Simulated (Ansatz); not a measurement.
# What InB2 (built on the sites of a database entry of YAl2) distorts into, part 2 of 2

Which phase does InB2 (built on the sites of a database entry of YAl2) fall into along its unstable mode, and how much energy does it gain?

Ansatz 0.2.0; DFT PBEsol, scalar-relativistic, plane waves, norm-conserving pseudopotentials.

So far. Step 4 (The mode frozen in, largest atomic shift 0.32 Å): The run ends at a pressure of 2.94 GPa, with forces up to 1.2 eV/Å. Step 5 (Energy along the mode, all amplitudes (two of the runs …): The lowest of the steps tried is at 0.32 Å, 223 meV/atom below the parent; the bottom of the well need not coincide with a step.

The structure was built from a prototype and need not be the compound's stable phase.

### 6. Relaxation from the frozen mode

Starting from the lowest point found, all atoms and the cell are let go, so that strain and other modes of the same symmetry can join in.

The input, input.yaml:

```yaml
crystal:
  lattice:
    - [0.0, 3.296251107, 3.296251107]
    - [3.296251107, 0.0, 3.296251107]
    - [3.296251107, 3.296251107, 0.0]
  atoms:
    - { symbol: In, position: [0.7519538408, 0.7480461592, 0.7480461592] }
    - { symbol: In, position: [0.5019538408, 0.4980461592, 0.4980461592] }
    - { symbol: B, position: [0.1146236774, 0.7024354411, 0.0683172042] }
    - { symbol: B, position: [0.1146236774, 0.0683172042, 0.7024354411] }
    - { symbol: B, position: [0.5475645589, 0.1353763226, 0.1353763226] }
    - { symbol: B, position: [0.1816827958, 0.1353763226, 0.1353763226] }
kpoints:
  mp_grid: { grid: [12, 12, 12] }
hamiltonian:
  xc: pbesol
  pseudopotentials: { kind: nc }
scf:
  occupations: { method: methfessel_paxton, width: 0.2 }
output:
  forces: true
  stress: true
  eigenvalues: true
relax:
  adjacent_minimum: "off"
  f_tol: 0.002
  max_steps: 120
  cell: { stress_tol: 0.03 }
```

On the command line:

```
> ansatz run input.yaml --threads 8 --pin off --max-ram 14336MiB --backend cpu --events-out ev --progress --plain --runs-dir out
```

Numbers of over 12 decimals in the logs are rounded to 6 here.

Log:

```text
[...]
Crystal: 6 atoms, lattice volume = 71.629 Å³
Basis set: ecut = 1034.032677 eV, 5329 PW (Γ), exchange–correlation on 100×100×100 points (8 copies of the dense FFT grid, shifted against one another)
Bands: 25, of which v1, the nominal top of the filled ones, is band 19 counted from 1 (18 counted from 0)
Symmetry: 8 space group operations
[...]
k-points: 163 of 1728 (time reversal used)
[...]
SCF iter   1: F=—  HF=-3920.195602 eV  |F-HF|=—  |Δ(HF+E_count)|=         —  Δρ=5.37e-2  dr2=4.01e0  ethr=3.10e-3  ⟨swp⟩=5.8  Hψ=17879  notcnv=0
[...]
SCF iter   7: F=-3918.852238 eV  HF=-3918.852238 eV  |F-HF|=1.30e-8  |Δ(HF+E_count)|=   4.02e-8  S|Δr|=    0.00e0  Δρ=7.57e-6  dr2=3.98e-8  ethr=2.63e-10  ⟨swp⟩=15.2  Hψ=29656  notcnv=0
SCF 1 converged in 7 iterations: F = -3918.852238 eV  dr2 = 3.98e-8
relax step   1: F+E_penalty+E_count = -3918.85223758 eV  Δ(F+E_penalty+E_count) = +0.000e0 eV  max|allowed force component| = 1.185e0 eV/Å  Δτ_max = 0.0000 Å  P = +2.943 GPa  Ω = 71.629 Å³  (7 SCF iters, dr2 threshold 1.00e-7 eV, accepted)
Crystal: 6 atoms, lattice volume = 73.458 Å³
Basis set: ecut = 1034.032677 eV, 5593 PW (Γ), exchange–correlation on 100×100×100 points (8 copies of the dense FFT grid, shifted against one another)
[...]
iter 1 solved again at ethr=3.91e-4 eV; its pass at ethr=3.10e-3 eV (dr2=1.49e-1 eV) is discarded
[...]
SCF iter   6: F=-3919.684630 eV  HF=-3919.684630 eV  |F-HF|=2.61e-8  |Δ(HF+E_count)|=   1.34e-7  S|Δr|=    0.00e0  Δρ=1.12e-5  dr2=4.76e-8  ethr=1.58e-9  ⟨swp⟩=6.0  Hψ=19243  notcnv=0
SCF 2 converged in 6 iterations: F = -3919.684630 eV  dr2 = 4.76e-8
relax step   2: F+E_penalty+E_count = -3919.68463040 eV  Δ(F+E_penalty+E_count) = -8.324e-1 eV  max|allowed force component| = 5.866e-1 eV/Å  Δτ_max = 0.1949 Å  P = -1.132 GPa  Ω = 73.458 Å³  energy of the carried Pulay correction = -3.852e-4 eV  (6 SCF iters, dr2 threshold 6.00e-7 eV, accepted)
Crystal: 6 atoms, lattice volume = 72.241 Å³
Basis set: ecut = 1034.032677 eV, 5411 PW (Γ), exchange–correlation on 100×100×100 points (8 copies of the dense FFT grid, shifted against one another)
[...]
SCF iter   5: F=-3919.964829 eV  HF=-3919.964829 eV  |F-HF|=5.00e-8  |Δ(HF+E_count)|=   1.72e-6  S|Δr|=    0.00e0  Δρ=1.91e-5  dr2=1.79e-7  ethr=1.58e-9  ⟨swp⟩=12.9  Hψ=30255  notcnv=0
SCF 3 converged in 5 iterations: F = -3919.964829 eV  dr2 = 1.79e-7
relax step   3: F+E_penalty+E_count = -3919.96482917 eV  Δ(F+E_penalty+E_count) = -2.802e-1 eV  max|allowed force component| = 2.868e-3 eV/Å  Δτ_max = 0.0987 Å  P = +2.501 GPa  Ω = 72.241 Å³  energy of the carried Pulay correction = -1.299e-4 eV  (5 SCF iters, dr2 threshold 6.00e-7 eV, accepted)
[...]
relax step   4: F+E_penalty+E_count = -3920.06803829 eV  Δ(F+E_penalty+E_count) = -1.032e-1 eV  max|allowed force component| = 2.737e-1 eV/Å  Δτ_max = 0.0326 Å  P = +1.227 GPa  Ω = 73.721 Å³  energy of the carried Pulay correction = -4.398e-4 eV  (5 SCF iters, dr2 threshold 6.00e-7 eV, accepted)
[...]
relax step   5: F+E_penalty+E_count = -3920.08096704 eV  Δ(F+E_penalty+E_count) = -1.293e-2 eV  max|allowed force component| = 5.524e-2 eV/Å  Δτ_max = 0.0136 Å  P = +0.006 GPa  Ω = 73.865 Å³  energy of the carried Pulay correction = -4.694e-4 eV  (5 SCF iters, dr2 threshold 6.00e-7 eV, accepted)
[...]
relax step   6: F+E_penalty+E_count = -3920.08178340 eV  Δ(F+E_penalty+E_count) = -8.164e-4 eV  max|allowed force component| = 1.178e-2 eV/Å  Δτ_max = 0.0124 Å  P = -0.209 GPa  Ω = 73.787 Å³  energy of the carried Pulay correction = -4.535e-4 eV  (4 SCF iters, dr2 threshold 1.91e-7 eV, accepted)
[...]
relax step   7: F+E_penalty+E_count = -3920.08190156 eV  Δ(F+E_penalty+E_count) = -1.182e-4 eV  max|allowed force component| = 6.278e-4 eV/Å  Δτ_max = 0.0013 Å  P = -0.021 GPa  Ω = 73.694 Å³  energy of the carried Pulay correction = -4.341e-4 eV  (4 SCF iters, dr2 threshold 1.45e-7 eV, accepted)
[...]
relax step   8: F+E_penalty+E_count = -3920.08807441 eV  Δ(F+E_penalty+E_count) = -6.173e-3 eV  max|allowed force component| = 1.017e-3 eV/Å  Δτ_max = 0.0000 Å  P = +0.138 GPa  Ω = 73.694 Å³  stress off target by 2.17e-1 GPa  SCF on the basis re-selected at this cell (its energy is not comparable with the rows above)  (5 SCF iters)
[...]
relax step   9: F+E_penalty+E_count = -3920.08817538 eV  Δ(F+E_penalty+E_count) = -1.010e-4 eV  max|allowed force component| = 1.077e-3 eV/Å  Δτ_max = 0.0011 Å  P = -0.011 GPa  Ω = 73.821 Å³  energy of the carried Pulay correction = -2.776e-5 eV  (4 SCF iters, dr2 threshold 1.18e-7 eV, accepted)
[...]
SCF iter   4: F=-3920.088203 eV  HF=-3920.088203 eV  |F-HF|=9.09e-13  |Δ(HF+E_count)|=  2.23e-11  S|Δr|=    0.00e0  Δρ=3.04e-7  dr2=1.59e-11  ethr=1.00e-12  ⟨swp⟩=12.1  Hψ=35190  notcnv=0
SCF 10 converged in 4 iterations: F = -3920.088203 eV  dr2 = 1.59e-11
relax step  10: F+E_penalty+E_count = -3920.08820257 eV  Δ(F+E_penalty+E_count) = -2.719e-5 eV  max|allowed force component| = 1.080e-3 eV/Å  Δτ_max = 0.0000 Å  P = -0.011 GPa  Ω = 73.821 Å³  stress off target by 2.95e-2 GPa  SCF on the basis re-selected at this cell (its energy is not comparable with the rows above)  (4 SCF iters)
[...]
SCF converged after 4 iterations
[...]
Free energy (F): -3920.088203 eV
[...]
Internal energy: -3920.087165 eV  (E = F + TS)
E sigma→0 (E₀):  -3920.087943 eV
Entropy (-TS):   -0.001037 eV (-0.173 meV/atom)
Fermi energy:    11.888483 eV
[...]
--- Forces (eV/Å), atoms counted from 1 ---
  atom   1  In    -0.00108020     0.00000000     0.00000000
  atom   2  In    -0.00108020    -0.00000000    -0.00000000
  atom   3  B      0.00053992     0.00104624    -0.00104624
  atom   4  B      0.00053992    -0.00104624     0.00104624
  atom   5  B      0.00053992     0.00104624     0.00104624
  atom   6  B      0.00053992    -0.00104624    -0.00104624
  max |Σ_I F_I| component: 6.98e-7 eV/Å
--- Stress (GPa, compression-positive) ---
        0.026246      -0.000000      -0.000000
       -0.000000      -0.029472      -0.000000
       -0.000000      -0.000000      -0.029472
  P = ⅓ Tr σ = -0.0109 GPa (-0.109 kbar)
--- Band table (eV; the first three rows and the last of 163) ---
  k-point 0: bands = [... 15 lower, 8.1872, 8.9598, 9.0606, 9.0606, 10.5821, 10.9618, 11.7148, 11.7148, ... 2 higher]
  k-point 1: bands = [... 15 lower, 8.1261, 8.9884, 9.0509, 9.6278, 10.4703, 10.8025, 12.2573, 12.2673, ... 2 higher]
  k-point 2: bands = [... 15 lower, 8.1664, 8.7951, 9.2195, 10.2031, 10.8761, 11.0523, 13.1377, 13.2111, ... 2 higher]
  k-point 162: bands = [... 15 lower, 9.0719, 10.8432, 10.8432, 11.8359, 11.8359, 13.8501, 13.8501, 14.9462, ... 2 higher]
--- Relaxed structure (8 steps of the walk, 8 accepted, 2 SCFs on fresh bases) ---
  F+E_penalty+E_count = -3920.08820257 eV   max|allowed force component| = 1.080e-3 eV/Å   (the final SCF, on the basis selected at the relaxed cell)
  cell:  # Å, volume = 73.8207 Å³
    - [0, 3.608274, 3.608274]
    - [2.834974, 0, 3.608274]
    - [2.834974, 3.608274, 0]
  atoms:
    - { symbol: In, position: [0.795499, 0.704501, 0.704501] }
    - { symbol: In, position: [0.545499, 0.454501, 0.454501] }
    - { symbol: B, position: [0.092851, 0.742306, 0.071992] }
    - { symbol: B, position: [0.092851, 0.071992, 0.742306] }
    - { symbol: B, position: [0.507694, 0.157149, 0.157149] }
    - { symbol: B, position: [0.178008, 0.157149, 0.157149] }
```

Wall time 69 s (8 threads of Intel Xeon Platinum 8488C (Sapphire Rapids), shared host); peak memory 1.3 GiB; 8.9 min of CPU time.

Relaxation path:

```csv
step,energy less that of the first step (eV),largest force component (eV/Å),pressure (GPa),volume (Å³)
1,0.0000,1.1853,2.94,71.63
2,-0.8324,0.5866,-1.13,73.46
3,-1.1126,0.0029,2.50,72.24
4,-1.2158,0.2737,1.23,73.72
5,-1.2287,0.0552,0.01,73.86
6,-1.2295,0.0118,-0.21,73.79
7,-1.2297,0.0006,-0.02,73.69
8*,-1.2358,0.0010,0.14,73.69
9,-1.2359,0.0011,-0.01,73.82
10*,-1.2360,0.0011,-0.01,73.82
```

Relaxation steps marked * repeat the geometry before them on a plane-wave basis chosen anew for their cell, so energy and pressure can jump there.

Forces are held to the 8 operations that the run works with; a distortion that breaks them can't arise in this run.

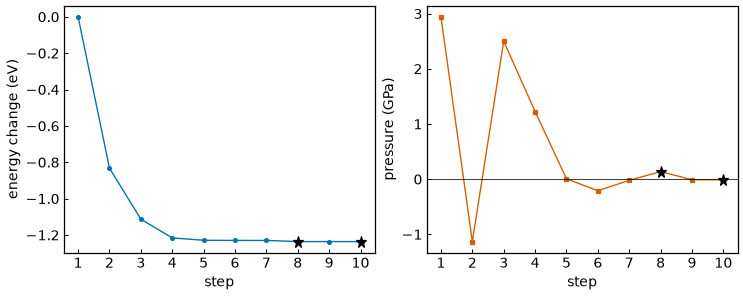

Energy and pressure along the relaxation. Stars mark steps on a basis chosen anew.

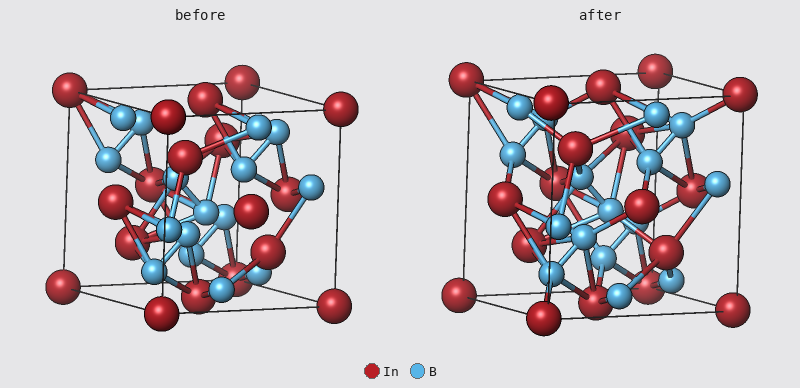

Before and after, at one scale. Bonds to atoms that aren't drawn are left out.

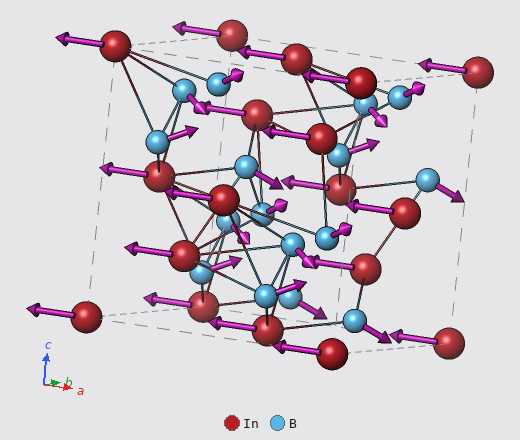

Displacements in the relaxation, exaggerated, measured against the changing cell; the longest in the cell stands for 0.25 Å. Bonds to atoms that aren't drawn are left out. Some periodic images of atoms are drawn too.

```csv
cell as run,before,after,change
a (Å),4.662,5.103,+9.5 %
b (Å),4.662,4.589,-1.6 %
c (Å),4.662,4.589,-1.6 %
α (°),60.00,67.56,+12.6 %
β (°),60.00,56.22,-6.3 %
γ (°),60.00,56.22,-6.3 %
volume (Å³/atom),11.94,12.30,+3.1 %
```

The atoms that moved most (Å, as changes of fractional coordinates times the final cell):

```csv
atom,dx,dy,dz,length
In2,-0.247,0.000,0.000,0.247
In1,-0.247,0.000,0.000,0.247
B6,0.123,0.065,0.065,0.154
B3,0.123,-0.065,0.065,0.154
B4,0.123,0.065,-0.065,0.154
B5,0.123,-0.065,-0.065,0.154
```

Numbers from this step:

```
pressure        : -0.01090 GPa
volume per atom : 12.30 Å³
```

The distorted start has space group I4_1md; the relaxation ends in I4_1md.

### 7. The new phase in its own primitive cell

The relaxed structure is symmetrised, reduced to its primitive cell and relaxed tightly, as its phonons need.

The input, input.yaml:

```yaml
crystal:
  lattice:
    - [-2.551435083, 2.551435083, 2.8349738711]
    - [2.551435083, -2.551435083, 2.8349738711]
    - [2.551435083, 2.551435083, -2.8349738711]
  atoms:
    - { symbol: In, position: [0.2045005999, 0.2045005999, 0.0] }
    - { symbol: In, position: [0.9545005999, 0.4545005999, 0.5] }
    - { symbol: B, position: [0.57199234, 0.9071491023, 0.6648432377] }
    - { symbol: B, position: [0.2423058646, 0.9071491023, 0.3351567623] }
    - { symbol: B, position: [0.6571491023, 0.4923058646, 0.8351567623] }
    - { symbol: B, position: [0.6571491023, 0.82199234, 0.1648432377] }
kpoints:
  mp_grid: { grid: [10, 10, 10] }
hamiltonian:
  xc: pbesol
  pseudopotentials: { kind: nc }
scf:
  occupations: { method: methfessel_paxton, width: 0.2 }
output:
  forces: true
  stress: true
  eigenvalues: true
relax:
  adjacent_minimum: "off"
  f_tol: 0.001
  max_steps: 60
  cell: { stress_tol: 0.01 }
```

Log:

```text
[...]
Crystal: 6 atoms, lattice volume = 73.821 Å³
Basis set: ecut = 1034.032677 eV, 5571 PW (Γ), exchange–correlation on 100×100×100 points (8 copies of the dense FFT grid, shifted against one another)
Bands: 25, of which v1, the nominal top of the filled ones, is band 19 counted from 1 (18 counted from 0)
Symmetry: 8 space group operations
[...]
- [-2.547009, 2.547009, 2.848412]
    - [2.547009, -2.547009, 2.848412]
    - [2.547009, 2.547009, -2.848412]
  atoms:
    - { symbol: In, position: [0.203835, 0.203835, 0] }
    - { symbol: In, position: [0.953835, 0.453835, 0.5] }
    - { symbol: B, position: [0.572360, 0.907482, 0.664878] }
    - { symbol: B, position: [0.242604, 0.907482, 0.335122] }
    - { symbol: B, position: [0.657482, 0.492604, 0.835122] }
    - { symbol: B, position: [0.657482, 0.822360, 0.164878] }
[key lines of the parts left out:]
SCF converged after 5 iterations
Free energy (F): -3920.089239 eV
Fermi energy:    11.873694 eV
P = ⅓ Tr σ = -0.0014 GPa (-0.014 kbar)
```

Elapsed: 21 s, on 8 threads; peak memory 1 GiB; 2.7 min of CPU time.

The steps of the relaxation:

```csv
step,energy less that of the first step (eV),largest force component (eV/Å),pressure (GPa),volume (Å³)
1,0.0000,0.0172,0.07,73.82
2,-0.0007,0.0240,-0.07,73.90
3,-0.0007,0.0085,-0.02,73.91
4,-0.0007,0.0002,0.00,73.91
5*,-0.0008,0.0002,0.00,73.91
```

Relaxation steps marked * repeat the geometry before them on a plane-wave basis chosen anew for their cell, so energy and pressure can jump there.

The run keeps the 8 symmetry operations that it works with, so distortions that break them were not tested.

```csv
"conventional cell, symmetrised",before,after,change
a (Å),5.103,5.094,-0.2 %
b (Å),5.103,5.094,-0.2 %
c (Å),5.670,5.697,+0.5 %
volume (Å³/atom),12.30,12.32,+0.1 %
```

The relaxed structure:

```xyz
6
Lattice="-2.5470 2.5470 2.8484 2.5470 -2.5470 2.8484 2.5470 2.5470 -2.8484" Properties=species:S:1:pos:R:3 pbc="T T T"
In    0.0000    0.0000    1.1612
In    0.0000    2.5470    2.5854
B     2.5470    0.8399    2.3214
B     2.5470   -0.8399    2.3214
B     1.7071    2.5470    0.8971
B     0.8399    0.0000    3.7456
```

Numbers from this step:

```
pressure        : -0.001449 GPa
volume per atom : 12.32 Å³
```

The largest force component left is 0.19 meV/Å and the pressure is -0.001 GPa, within the tolerances set. The cell now holds 12.32 Å³/atom.

### 8. Modes of the new phase, k-mesh 10×10×10

A relaxed structure may still be a saddle point, so its zone-centre modes are computed. No field response is asked, since the mesh shows no gap.

The input, input.yaml:

```yaml
crystal:
  lattice:
    - [-2.547008639, 2.547008639, 2.8484122451]
    - [2.547008639, -2.547008639, 2.8484122451]
    - [2.547008639, 2.547008639, -2.8484122451]
  atoms:
    - { symbol: In, position: [0.2038347613, 0.2038347613, 0.0] }
    - { symbol: In, position: [0.9538347613, 0.4538347613, 0.5] }
    - { symbol: B, position: [0.5723599943, 0.9074820216, 0.6648779727] }
    - { symbol: B, position: [0.2426040489, 0.9074820216, 0.3351220273] }
    - { symbol: B, position: [0.6574820216, 0.4926040489, 0.8351220273] }
    - { symbol: B, position: [0.6574820216, 0.8223599943, 0.1648779727] }
kpoints:
  mp_grid: { grid: [10, 10, 10] }
hamiltonian:
  xc: pbesol
  pseudopotentials: { kind: nc }
scf:
  occupations: { method: methfessel_paxton, width: 0.2 }
output:
  eigenvalues: true
phonons:
  method: dfpt
```

Log:

```text
zone centre: on kpoints.mp_grid the ground state, and the responses unless they are solved on pairs of k-points, stand on 282 of the mesh's 1000 k-points, reduced under 2 symmetry operations, with k and −k counted as one. Each operation leaves every solved displacement unchanged or reverses it
[...]
Crystal: 6 atoms, lattice volume = 73.913 Å³
Basis set: ecut = 1034.032677 eV, 5571 PW (Γ), exchange–correlation on 120×120×120 points (8 copies of the dense FFT grid, shifted against one another)
Bands: 25, of which v1, the nominal top of the filled ones, is band 19 counted from 1 (18 counted from 0)
Symmetry: 8 space group operations
k-points: 282 of 1000 (irreducible under 2 space group operations, time reversal used)
[...]
SCF iter   1: F=—  HF=-3921.410950 eV  |F-HF|=—  |Δ(HF+E_count)|=         —  Δρ=5.57e-2  dr2=4.06e0  ethr=3.10e-3  ⟨swp⟩=5.9  Hψ=31767  notcnv=0
[...]
SCF iter  10: F=-3920.089239 eV  HF=-3920.089239 eV  |F-HF|=0.00e0  |Δ(HF+E_count)|=  2.27e-12  S|Δr|=    0.00e0  Δρ=8.49e-8  dr2=3.64e-12  ethr=1.00e-12  ⟨swp⟩=17.6  Hψ=60719  notcnv=0
SCF 1 converged in 10 iterations: F = -3920.089239 eV  dr2 = 3.64e-12
[...]
SCF converged after 10 iterations
[...]
Free energy (F): -3920.089239 eV
[...]
Internal energy: -3920.090197 eV  (E = F + TS)
E sigma→0 (E₀):  -3920.089479 eV
Entropy (-TS):   0.000959 eV (0.160 meV/atom)
Fermi energy:    11.873695 eV
[...]
--- Band table (eV; the first three rows and the last of 282) ---
  k-point 0: bands = [... 15 lower, 8.1885, 8.9451, 9.0249, 9.0249, 10.5731, 10.9741, 11.7020, 11.7020, ... 2 higher]
  k-point 1: bands = [... 15 lower, 8.0136, 8.7984, 9.2462, 9.8261, 10.1820, 11.0072, 12.0660, 12.9804, ... 2 higher]
  k-point 2: bands = [... 15 lower, 7.3489, 9.1122, 9.1457, 10.9526, 11.0855, 11.6063, 12.9834, 14.2023, ... 2 higher]
  k-point 281: bands = [... 15 lower, 4.5079, 11.6776, 11.6776, 13.0684, 13.0684, 14.2912, 14.2912, 14.3760, ... 2 higher]
[...]
ASR residual: 7.766e-5 → 0.000e0 eV/Å²; symmetrization residual: 1.434e-6 eV/Å²
  ASR residual per site (eV/Å²): 7.77e-5 7.77e-5 1.53e-5 1.53e-5 1.53e-5 1.53e-5
[...]
```

Run time: 93 s. Hardware: 8 threads; peak memory 5.1 GiB.

This step gave:

| Quantity | Value |
| --- | --- |
| sum-rule residual before enforcement | 7.77e-5 eV/Å² |
| point group | 4mm |
| highest optical mode at the zone centre (no LO-TO term) | 870.9 cm⁻¹ |
| lowest optical zone-centre mode | -419.7 cm⁻¹ |

Patterns of degenerate modes are one choice out of their space. The modes at Γ (shares of kinetic energy by element, %) (negative means imaginary):

```csv
mode,frequency (cm⁻¹),symmetry,In %,B %
1,-419.7,E,0,100
2,-419.7,E,0,100
3,-401.8,A2,0,100
4,-260.5,B1,1,99
5,0.0,acoustic,84,16
6,0.0,acoustic,84,16
7,0.0,acoustic,84,16
8,106.0,E,17,83
9,106.0,E,17,83
10,139.8,E,92,8
11,139.8,E,92,8
12,151.7,B1,99,1
13,215.0,B2,0,100
14,263.7,A1,16,84
15,348.8,E,7,93
16,348.8,E,7,93
17,830.1,B1,0,100
18,870.9,A1,0,100
```

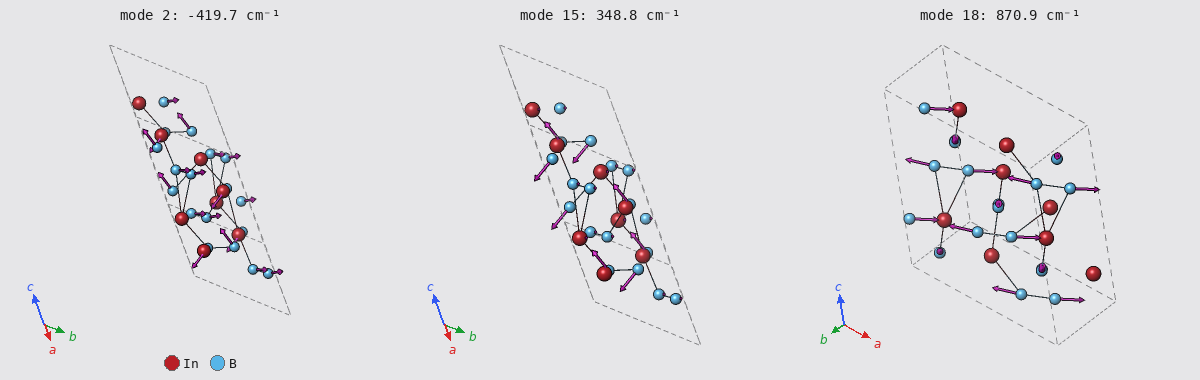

Displacement patterns of modes 2, 15 and 18 at Γ; arrows are exaggerated. Bonds to atoms that aren't drawn are left out. Some periodic images of atoms are drawn too.

Before it was imposed, the acoustic sum rule was missed by 7.8e-5 eV/Å². Small misses are needed for a sound result but don't prove that mesh and cutoff are converged. The lowest optical mode is imaginary, 419.7i cm⁻¹, so the energy falls along it.

### 9. What came out

```
unstable mode of the parent                                                      : q = (0, 0, 0), 512i cm⁻¹
depth at the lowest point sampled                                                : 223 meV/atom
largest atomic shift at that point                                               : 0.32 Å
space group reached (within 0.01 Å)                                              : I4_1md
energy gained over the parent (first relaxation, on the mesh of the frozen mode) : 429 meV/atom
volume per atom, phase reached                                                   : 12.3 Å³
lowest optical zone-centre mode, phase reached                                   : -420 cm⁻¹
highest optical mode at the zone centre (no LO-TO term), phase reached           : 871 cm⁻¹
```

**Reading.** Along this mode the structure falls into I4_1md, 429 meV/atom below the parent. At the parent's cell the well is 223.3 meV/atom deep on the steps tried, with its lowest point at a shift of 0.32 Å. Relaxing atoms and cell changes the gain by +206.02 meV/atom against the lowest step (energies at zero smearing). The new phase still has an imaginary mode at the zone centre of its cell, so it is a saddle point on the way to a lower structure. Of the 4 patterns followed to their end from this parent, this one ends 717 meV/atom above the lowest, P4/mmm. Each path keeps the symmetry of its pattern, so a lower phase may lie along a pattern not tried. With no gap, or one that is small against the smearing, the frequencies hang on the k mesh and the smearing, most of all near Kohn anomalies. The starting cell was built on a prototype and not taken from a measurement, so the phase need not exist.

[Logs are printed without paths, hosts, clocks, repeated set-up lines and the standing remarks that a program may print on its own settings, such as how far it seeks lower states.]

[Hosts, paths, dates, database ids (printed as entryN), source tags and the programs' standing remarks are cut or masked in the printed files.]
